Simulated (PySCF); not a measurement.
TeO (triplet)

```xyz
2

Te    0.0000    0.0000   -0.2024
O     0.0000    0.0000    1.6436
```

Core potentials replace the inner electrons of Te.

Method: PBE0/aug-cc-pVDZ(-PP), non-relativistic Hamiltonian with scalar-relativistic core potentials where named, at a bond length of 1.846 Å in PySCF.

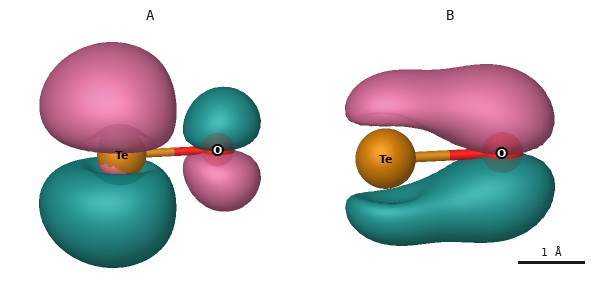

Figure 1. Two frontier α-spin orbitals, each drawn at the value that holds 80 % of its norm (teal and pink are the two phases), in no order; of a degenerate pair one member is drawn.

Q: Name the orbitals and rank them from lowest to highest energy.

A: Orbital B: π, occupied in this spin, −10.82 eV; bonding, with no node between the atoms.
Orbital A: π, occupied in this spin, −7.19 eV; mainly on Te (80 %).

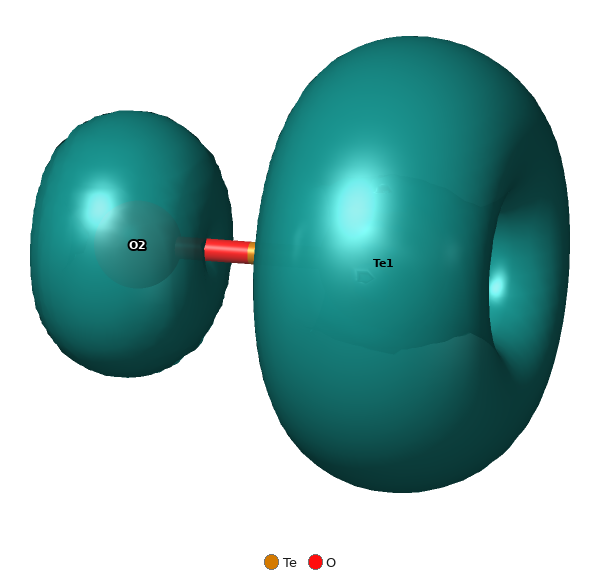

Figure 2. Isosurface of the spin density at +0.04 e/Å³ (teal), seen from one side.

Q: Describe the spin distribution.

A: The unpaired spin (2 electrons) lies mostly on Te1 (about 1.3) and O2 (about 0.7), in electrons by Hirshfeld's partition.

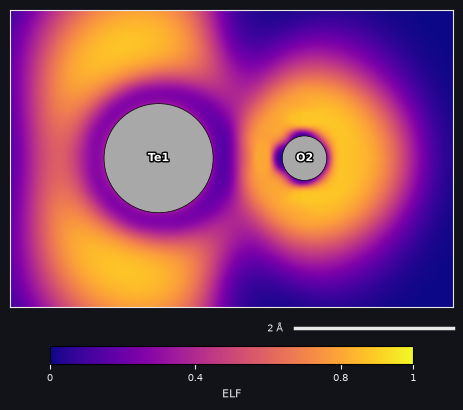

Figure 3. Electron localisation function on a plane that holds the molecular axis. Grey discs cover the atomic cores.

Q: Read the bonding off the picture.

A: Atoms in the plane: Te and O.
Te–O (1.85 Å): the ELF peaks at about 0.80 in the valence shell of O, 0.6 Å from its nucleus, and drops to about 0.15 between the two atoms.
The ELF also peaks beside Te1 and O2, away from the bonds: non-bonding electrons, paired or unpaired.
